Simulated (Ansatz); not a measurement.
Geometry relaxation, with input and output: Si4H11OF (part 1 of 3)

- system: Si4H11OF
- method: RKS PBE0-D4/def2-SVP (Ansatz 0.2.0)

The input holds or restrains some coordinates. Forces given for the steps count only the free coordinates. Figures and captions count atoms from 1; the log counts them from 0 in places.

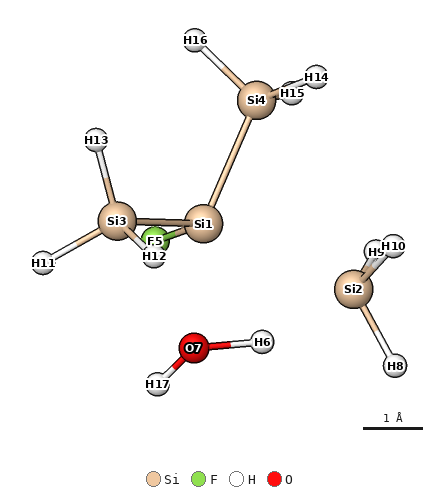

The input geometry (ball-and-stick view, seen at a tilt; atoms are numbered from 1 in the order of the input).

## The input
```yaml
crystal:
  periodic: [false, false, false]
  atoms:
    - {symbol: Si, position_ang: [-0.204900, 0.502200, -0.009000]}
    - {symbol: Si, position_ang: [1.412300, -1.419100, 1.250500]}
    - {symbol: Si, position_ang: [-0.406400, 1.161900, -2.230900]}
    - {symbol: Si, position_ang: [-2.095400, -0.615300, 0.824800]}
    - {symbol: F, position_ang: [-0.228100, 1.815700, 0.973100]}
    - {symbol: H, position_ang: [1.963300, 0.102900, 0.425800]}
    - {symbol: O, position_ang: [1.841100, 1.046900, -0.329000]}
    - {symbol: H, position_ang: [2.824400, -1.726000, 1.560600]}
    - {symbol: H, position_ang: [0.753600, -1.455800, 2.561100]}
    - {symbol: H, position_ang: [0.943700, -2.591400, 0.502300]}
    - {symbol: H, position_ang: [-0.011300, 2.549400, -2.501900]}
    - {symbol: H, position_ang: [0.421000, 0.314300, -3.093900]}
    - {symbol: H, position_ang: [-1.792800, 1.028900, -2.704600]}
    - {symbol: H, position_ang: [-2.170100, -1.979800, 0.298300]}
    - {symbol: H, position_ang: [-2.203500, -0.705000, 2.282600]}
    - {symbol: H, position_ang: [-3.314700, 0.071300, 0.380900]}
    - {symbol: H, position_ang: [2.267700, 1.899100, -0.190700]}
basis:
  gaussian: {orbitals: def2-SVP}
hamiltonian: {xc: pbe0, dispersion: d4}
relax: {f_tol: 0.04, max_steps: 150, escape_saddle: false, constraints: [{distance: [0, 6]}, {distance: [1, 5]}, {distance: [0, 1]}, {distance: [5, 6]}]}
```

Machine: 4 CPU threads, shared host.

Launched with:
```bash
ansatz run in.yaml --threads 4 --pin off --events-out ev --progress --plain --max-ram 41984MiB --backend cuda --devices 0, --max-vram 37GiB
```

## Output
```
Functional definition: PBE0
  name "PBE0"
  cite "Adamo & Barone, J. Chem. Phys. 110, 6158 (1999) doi:10.1063/1.478522"
  cite "Perdew, Burke & Ernzerhof, Phys. Rev. Lett. 77, 3865 (1996) doi:10.1103/PhysRevLett.77.3865"
  parent pbe
  parameter a = 0.25
  parameter kappa = 0.804
  parameter beta = 0.06672455060314922
  exchange = (1 - a)*pbe_x(kappa = kappa, mu = beta*pi^2/3) + a*exact_x
  correlation = pbe_c(beta = beta)
1576 factors; integrals over basis functions are off by at most 5.5e-4 eV
mean field evaluation 1: about -36415.5359 eV, gradient 5.1e1 eV
mean field evaluation 2: about -36402.7998 eV, gradient 9.5e1 eV
mean field evaluation 4: about -36420.2988 eV, gradient 6.1e0 eV
mean field evaluation 8: about -36420.3689 eV, gradient 6.0e-2 eV
mean field evaluation 16: about -36420.3689 eV, gradient 2.2e-5 eV
mean field -36420.36888029 eV, -1338.4238697380 hartree, gradient 2.2e-5 eV, S^2 0.000000; 0 other end points of the search recorded, 0 dependent functions left out
the calculation of the forces begins
reference -36420.36891624 eV, -1338.4238710589 hartree; 42, 42 occupied and 113, 113 virtual orbitals, 1576 factors
relax step   1: F+E_penalty+E_count = -36420.77956018 eV  Δ(F+E_penalty+E_count) = +0.000e0 eV  max|allowed force component| = 8.025e-1 eV/Å  Δτ_max = 0.0000 Å  (26 SCF iters, accepted)
  distance Si 0 - O 6 held at 2.141311 Å   reaction = +8.7522e-1 eV/Å
  distance Si 1 - H 5 held at 1.816649 Å   reaction = -7.4213e-1 eV/Å
  distance Si 0 - Si 1 held at 2.809461 Å   reaction = +7.1112e-1 eV/Å
  distance H 5 - O 6 held at 1.214822 Å   reaction = +2.0166e0 eV/Å
these checks for a lower state are left out or cut short: starts, cluster_reference, orbital_swaps, neighbouring_geometries, increment
1576 factors; integrals over basis functions are off by at most 6.9e-4 eV
mean field -36420.64135034 eV, -1338.4338828276 hartree, gradient 1.9e-5 eV, S^2 0.000000; 0 other end points of the search recorded, 0 dependent functions left out
[... from here on the field's lines of each further geometry are left out, up to the last ...]
relax step   2: F+E_penalty+E_count = -36421.05551535 eV  Δ(F+E_penalty+E_count) = -2.760e-1 eV  max|allowed force component| = 5.653e-1 eV/Å  Δτ_max = 0.1914 Å  (30 SCF iters, accepted)
relax step   3: F+E_penalty+E_count = -36421.12961790 eV  Δ(F+E_penalty+E_count) = -7.410e-2 eV  max|allowed force component| = 5.164e-1 eV/Å  Δτ_max = 0.0943 Å  (25 SCF iters, accepted)
relax step   4: F+E_penalty+E_count = -36421.15929009 eV  Δ(F+E_penalty+E_count) = -2.967e-2 eV  max|allowed force component| = 6.268e-1 eV/Å  Δτ_max = 0.1341 Å  (29 SCF iters, accepted)
relax step   5: F+E_penalty+E_count = -36421.18784714 eV  Δ(F+E_penalty+E_count) = -2.856e-2 eV  max|allowed force component| = 2.668e-1 eV/Å  Δτ_max = 0.1541 Å  (28 SCF iters, accepted)
relax step   6: F+E_penalty+E_count = -36421.20285421 eV  Δ(F+E_penalty+E_count) = -1.501e-2 eV  max|allowed force component| = 5.154e-1 eV/Å  Δτ_max = 0.1345 Å  (25 SCF iters, accepted)
relax step   7: F+E_penalty+E_count = -36421.21517331 eV  Δ(F+E_penalty+E_count) = -1.232e-2 eV  max|allowed force component| = 2.515e-1 eV/Å  Δτ_max = 0.0762 Å  (25 SCF iters, accepted)
relax step   8: F+E_penalty+E_count = -36421.23095229 eV  Δ(F+E_penalty+E_count) = -1.578e-2 eV  max|allowed force component| = 1.447e-1 eV/Å  Δτ_max = 0.1948 Å  (28 SCF iters, accepted)
relax step   9: F+E_penalty+E_count = -36421.23010739 eV  Δ(F+E_penalty+E_count) = +8.449e-4 eV  max|allowed force component| = 2.223e-1 eV/Å  Δτ_max = 0.1523 Å  (25 SCF iters, rejected (line search))
relax step  10: F+E_penalty+E_count = -36421.23778927 eV  Δ(F+E_penalty+E_count) = -6.837e-3 eV  max|allowed force component| = 6.531e-2 eV/Å  Δτ_max = 0.0750 Å  (25 SCF iters, accepted)
relax step  11: F+E_penalty+E_count = -36421.24088745 eV  Δ(F+E_penalty+E_count) = -3.098e-3 eV  max|allowed force component| = 1.125e-1 eV/Å  Δτ_max = 0.0956 Å  (25 SCF iters, accepted)
relax step  12: F+E_penalty+E_count = -36421.24395831 eV  Δ(F+E_penalty+E_count) = -3.071e-3 eV  max|allowed force component| = 9.104e-2 eV/Å  Δτ_max = 0.0897 Å  (25 SCF iters, accepted)
relax step  13: F+E_penalty+E_count = -36421.24523510 eV  Δ(F+E_penalty+E_count) = -1.277e-3 eV  max|allowed force component| = 6.622e-2 eV/Å  Δτ_max = 0.0199 Å  (25 SCF iters, accepted)
relax step  14: F+E_penalty+E_count = -36421.24773557 eV  Δ(F+E_penalty+E_count) = -2.500e-3 eV  max|allowed force component| = 6.280e-2 eV/Å  Δτ_max = 0.0773 Å  (25 SCF iters, accepted)
relax step  15: F+E_penalty+E_count = -36421.24965952 eV  Δ(F+E_penalty+E_count) = -1.924e-3 eV  max|allowed force component| = 2.742e-1 eV/Å  Δτ_max = 0.1625 Å  (28 SCF iters, accepted)
relax step  16: F+E_penalty+E_count = -36421.25126328 eV  Δ(F+E_penalty+E_count) = -1.604e-3 eV  max|allowed force component| = 2.069e-1 eV/Å  Δτ_max = 0.0252 Å  (26 SCF iters, accepted)
relax step  17: F+E_penalty+E_count = -36421.25297016 eV  Δ(F+E_penalty+E_count) = -1.707e-3 eV  max|allowed force component| = 1.020e-1 eV/Å  Δτ_max = 0.0340 Å  (25 SCF iters, accepted)
relax step  18: F+E_penalty+E_count = -36421.25482116 eV  Δ(F+E_penalty+E_count) = -1.851e-3 eV  max|allowed force component| = 8.728e-2 eV/Å  Δτ_max = 0.0971 Å  (25 SCF iters, accepted)
relax step  19: F+E_penalty+E_count = -36421.25635349 eV  Δ(F+E_penalty+E_count) = -1.532e-3 eV  max|allowed force component| = 1.238e-1 eV/Å  Δτ_max = 0.0780 Å  (25 SCF iters, accepted)
relax step  20: F+E_penalty+E_count = -36421.25912476 eV  Δ(F+E_penalty+E_count) = -2.771e-3 eV  max|allowed force component| = 2.803e-1 eV/Å  Δτ_max = 0.1506 Å  (29 SCF iters, accepted)
relax step  21: F+E_penalty+E_count = -36421.26409048 eV  Δ(F+E_penalty+E_count) = -4.966e-3 eV  max|allowed force component| = 3.130e-1 eV/Å  Δτ_max = 0.0703 Å  (25 SCF iters, accepted)
relax step  22: F+E_penalty+E_count = -36421.27297964 eV  Δ(F+E_penalty+E_count) = -8.889e-3 eV  max|allowed force component| = 4.342e-1 eV/Å  Δτ_max = 0.1952 Å  (29 SCF iters, accepted)
relax step  23: F+E_penalty+E_count = -36421.27219346 eV  Δ(F+E_penalty+E_count) = +7.862e-4 eV  max|allowed force component| = 5.631e-1 eV/Å  Δτ_max = 0.1956 Å  (29 SCF iters, rejected (line search))
relax step  24: F+E_penalty+E_count = -36421.28757543 eV  Δ(F+E_penalty+E_count) = -1.460e-2 eV  max|allowed force component| = 2.628e-1 eV/Å  Δτ_max = 0.0950 Å  (25 SCF iters, accepted)
relax step  25: F+E_penalty+E_count = -36421.29655886 eV  Δ(F+E_penalty+E_count) = -8.983e-3 eV  max|allowed force component| = 2.357e-1 eV/Å  Δτ_max = 0.0956 Å  (26 SCF iters, accepted)
relax step  26: F+E_penalty+E_count = -36421.30656799 eV  Δ(F+E_penalty+E_count) = -1.001e-2 eV  max|allowed force component| = 3.636e-1 eV/Å  Δτ_max = 0.1450 Å  (26 SCF iters, accepted)
relax step  27: F+E_penalty+E_count = -36421.31177698 eV  Δ(F+E_penalty+E_count) = -5.209e-3 eV  max|allowed force component| = 3.919e-1 eV/Å  Δτ_max = 0.0816 Å  (25 SCF iters, accepted)
relax step  28: F+E_penalty+E_count = -36421.31755863 eV  Δ(F+E_penalty+E_count) = -5.782e-3 eV  max|allowed force component| = 2.992e-1 eV/Å  Δτ_max = 0.0796 Å  (26 SCF iters, accepted)
relax step  29: F+E_penalty+E_count = -36421.32114309 eV  Δ(F+E_penalty+E_count) = -3.584e-3 eV  max|allowed force component| = 7.199e-2 eV/Å  Δτ_max = 0.0555 Å  (26 SCF iters, accepted)
relax step  30: F+E_penalty+E_count = -36421.32204562 eV  Δ(F+E_penalty+E_count) = -9.025e-4 eV  max|allowed force component| = 7.180e-2 eV/Å  Δτ_max = 0.0298 Å  (25 SCF iters, accepted)
relax step  31: F+E_penalty+E_count = -36421.32226702 eV  Δ(F+E_penalty+E_count) = -2.214e-4 eV  max|allowed force component| = 4.737e-2 eV/Å  Δτ_max = 0.0107 Å  (24 SCF iters, accepted)
the calculation of the forces begins
reference -36420.89037119 eV, -1338.4430341750 hartree; 42, 42 occupied and 113, 113 virtual orbitals, 1576 factors
relax step  32: F+E_penalty+E_count = -36421.32247249 eV  Δ(F+E_penalty+E_count) = -2.055e-4 eV  max|allowed force component| = 1.753e-2 eV/Å  Δτ_max = 0.0091 Å  (23 SCF iters, accepted)
  distance Si 0 - O 6 held at 2.141311 Å   reaction = +1.8099e0 eV/Å
  distance Si 1 - H 5 held at 1.816649 Å   reaction = -4.8193e-1 eV/Å
  distance Si 0 - Si 1 held at 2.809461 Å   reaction = -1.8007e-2 eV/Å
  distance H 5 - O 6 held at 1.214822 Å   reaction = +6.4766e-1 eV/Å
1576 factors; integrals over basis functions are off by at most 5.0e-4 eV
mean field evaluation 192: about -36416.3298 eV, gradient 5.0e1 eV
```

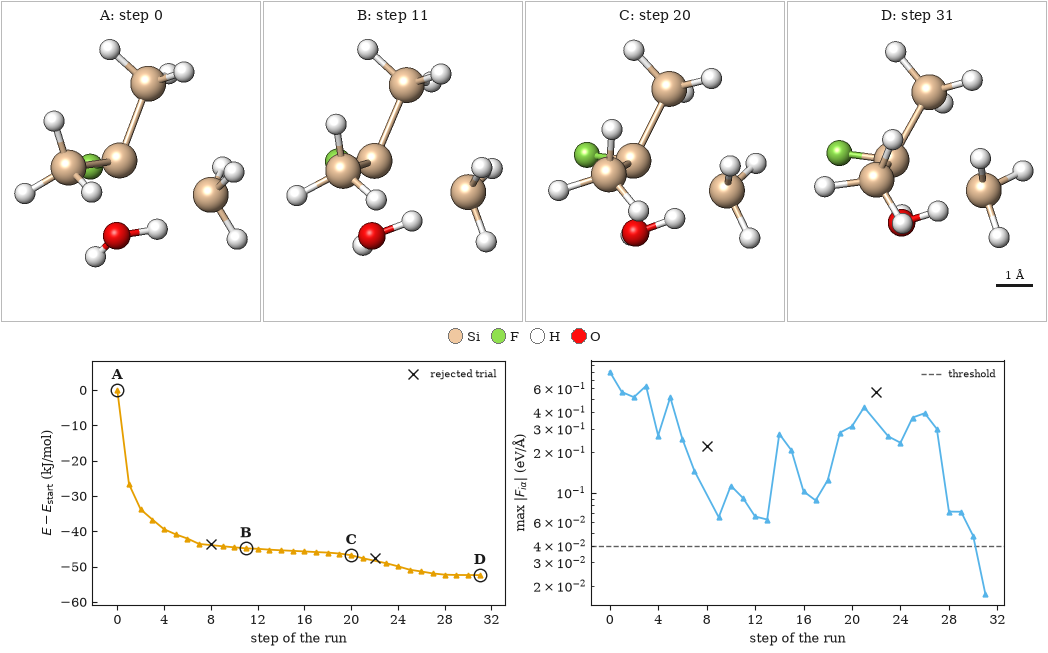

Frames of the restrained relaxation (ball-and-stick view, seen at a tilt) above the curves, on which the letters mark them (the first geometry is step 0 here and step 1 in the log).

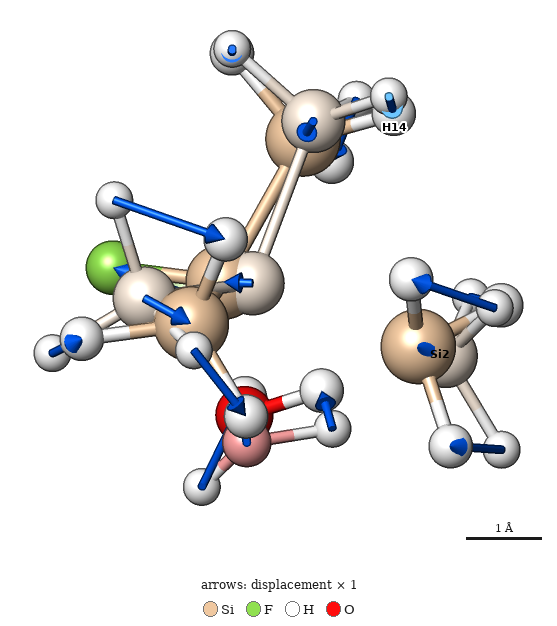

Start (faint) and end (solid) with the displacements as blue arrows, at true length (ball-and-stick view, seen at a tilt). The two geometries are laid on each other by the best rigid fit. After 31 geometry steps the energy has fallen by 52.4 kJ/mol. The largest force component goes from 0.8 to 0.018 eV/Å. The line search rejected the trial steps at points 8, 22 (counted from 0) and went back. The atom that moves furthest after the best rigid fit is H17 (2.24 Å). By element the largest moves are H 2.24 Å, O 1.37 Å, F 1.27 Å, Si 0.95 Å. Distances before and after: Si2–H10 1.468 → 1.505 Å, Si2–H9 1.467 → 1.502 Å, Si4–H15 1.465 → 1.497 Å, Si4–H14 1.464 → 1.491 Å. Among the angles that change: Si3–Si1–Si4 113.8° → 127.7°, H6–O7–H17 123.6° → 111.2°, Si1–Si4–H15 116.2° → 106.2°. (Atoms are counted from 1 in the order of the input.)

```
mean field -36420.89033703 eV, -1338.4430329199 hartree, gradient 2.2e-5 eV, S^2 0.000000; 1 other end points of the search recorded, 0 dependent functions left out
the calculation of the forces begins
reference -36420.89037119 eV, -1338.4430341750 hartree; 42, 42 occupied and 113, 113 virtual orbitals, 1576 factors
Total energy: -36421.32250664 eV, -1338.4589148600 hartree
Atom 0 at    -0.306474     0.898983    -0.051459 Å, force     1.542979     0.498556     0.796346 eV/Å
Atom 1 at     1.158857    -1.468530     0.323713 Å, force    -0.071592    -0.472012    -0.129819 eV/Å
Atom 2 at     0.071717     0.546140    -2.339246 Å, force    -0.003250     0.002416     0.009349 eV/Å
Atom 3 at    -1.882534    -0.165043     1.322477 Å, force     0.002183     0.002508    -0.004832 eV/Å
Atom 4 at    -0.833550     2.455145     0.075997 Å, force    -0.003433    -0.006649    -0.002191 eV/Å
Atom 5 at     1.447454     0.256326     0.815443 Å, force     0.122593     1.101423     0.172953 eV/Å
Atom 6 at     1.528770     1.465809     0.895008 Å, force    -1.583580    -1.124294    -0.859942 eV/Å
Atom 7 at     2.547047    -1.772622    -0.161976 Å, force     0.000988    -0.000274    -0.000278 eV/Å
Atom 8 at     0.919025    -2.262710     1.575666 Å, force    -0.000304    -0.001552     0.000300 eV/Å
Atom 9 at     0.226847    -2.036518    -0.713006 Å, force     0.000309    -0.001523     0.000799 eV/Å
Atom 10 at    -0.100295     1.842012    -3.061439 Å, force    -0.000653     0.000030    -0.000525 eV/Å
Atom 11 at     1.444078     0.006651    -2.569450 Å, force     0.000091     0.000109     0.000622 eV/Å
Atom 12 at    -0.941280    -0.439979    -2.823083 Å, force     0.001284    -0.000726     0.000341 eV/Å
Atom 13 at    -1.936043    -1.634979     1.080694 Å, force    -0.000046    -0.000479     0.000910 eV/Å
Atom 14 at    -1.451617     0.096317     2.731565 Å, force     0.000083     0.000226     0.000696 eV/Å
Atom 15 at    -3.230377     0.441868     1.103680 Å, force     0.000270     0.000888    -0.000658 eV/Å
Atom 16 at     1.338275     1.771331     1.795417 Å, force    -0.007924     0.001352     0.015929 eV/Å
Dipole moment:    -0.126890     0.013294     0.175496 e Å
```

## Trajectory as extended XYZ (Å, eV, eV/Å), 32 frames, from step=1 to step=32
```
17
Properties=species:S:1:pos:R:3:forces:R:3 step=1 energy=-36420.77956
Si   -0.2049    0.5022   -0.0090    1.5812   0.5388   0.7580
Si    1.4123   -1.4191    1.2505   -0.7783  -0.2170  -0.1448
Si   -0.4064    1.1619   -2.2309   -0.2081  -0.3870  -0.1663
Si   -2.0954   -0.6153    0.8248    0.0489  -0.2233  -0.0804
F    -0.2281    1.8157    0.9731   -0.2796   0.1405   0.1379
H     1.9633    0.1029    0.4258   -0.2463   2.2997  -1.4809
O     1.8411    1.0469   -0.3290   -0.1647  -2.2416   0.6695
H     2.8244   -1.7260    1.5606    0.5949   0.1471  -0.0697
H     0.7536   -1.4558    2.5611   -0.3640   0.1258   0.4848
H     0.9437   -2.5914    0.5023   -0.2193  -0.4691  -0.3431
H    -0.0113    2.5494   -2.5019    0.2478   0.5226   0.2562
H     0.4210    0.3143   -3.0939    0.3305  -0.4054  -0.2672
H    -1.7928    1.0289   -2.7046   -0.5333  -0.0804  -0.1117
H    -2.1701   -1.9798    0.2983    0.0424  -0.5763  -0.2814
H    -2.2035   -0.7050    2.2826    0.2315   0.0600   0.5936
H    -3.3147    0.0713    0.3809   -0.3716   0.4264  -0.3147
H     2.2677    1.8991   -0.1907    0.0880   0.3391   0.3603
17
Properties=species:S:1:pos:R:3:forces:R:3 step=2 energy=-36421.05552
Si   -0.1597    0.6312    0.0645    0.7423  -0.4805  -0.1190
Si    1.3379   -1.4612    1.1922   -0.2929  -0.0344   0.2012
Si   -0.4435    1.0636   -2.2451    0.2380   0.2196   0.3154
Si   -2.0397   -0.6346    0.8041    0.1488   0.3657   0.2056
F    -0.3208    1.9814    0.9976    0.2301  -0.3020  -0.2388
H     1.8493    0.1053    0.4275    0.1809   1.8308  -1.2417
O     1.9024    1.0601   -0.3218   -0.6188  -0.7141   1.0242
H     2.8188   -1.6326    1.4428   -0.1024   0.0166  -0.0238
H     0.6611   -1.4344    2.5235    0.0092  -0.0504   0.0616
H     0.8799   -2.6663    0.4423   -0.0708   0.0263  -0.1170
H     0.0138    2.4869   -2.3538   -0.0429  -0.0294  -0.1386
H     0.4126    0.1961   -3.0966    0.0653  -0.0884  -0.0222
H    -1.8569    0.9524   -2.7081   -0.0865  -0.0194   0.0335
H    -2.1048   -2.0177    0.2605    0.0881  -0.0941  -0.0893
H    -2.0422   -0.6683    2.2949   -0.1064  -0.0768   0.0641
H    -3.2267    0.1321    0.3180   -0.1123  -0.0042  -0.0023
H     2.3182    1.9062   -0.0425   -0.2696  -0.5653   0.0872
17
Properties=species:S:1:pos:R:3:forces:R:3 step=3 energy=-36421.12962
Si   -0.1709    0.6028    0.0321    0.9551  -0.2439   0.3420
Si    1.3456   -1.4568    1.1945   -0.4739  -0.1573   0.0571
Si   -0.4168    1.0711   -2.2605    0.0785   0.0723   0.0781
Si   -2.0499   -0.6163    0.8365    0.0448   0.1586   0.0302
F    -0.2526    1.9406    0.9897    0.0142  -0.1462  -0.1588
H     1.8137    0.1021    0.3878    0.2421   1.9316  -1.1351
O     1.8850    1.0821   -0.3266   -0.4746  -0.9444   0.8529
H     2.8254   -1.6274    1.4335   -0.0793   0.0247  -0.0458
H     0.6744   -1.4489    2.5333    0.0194  -0.0204  -0.0222
H     0.8687   -2.6411    0.4136    0.0007   0.0275  -0.0026
H     0.0282    2.4948   -2.4137   -0.0293  -0.0750  -0.0305
H     0.4388    0.1844   -3.1019   -0.0022  -0.0269   0.0193
H    -1.8404    0.9453   -2.7036   -0.0006  -0.0130  -0.0040
H    -2.0784   -1.9990    0.2705    0.0107  -0.0076  -0.0188
H    -2.0801   -0.6786    2.3303   -0.0062  -0.0218  -0.0345
H    -3.2542    0.1328    0.3505   -0.0326  -0.0421   0.0157
H     2.2634    1.9124    0.0340   -0.2670  -0.5164   0.0570
```
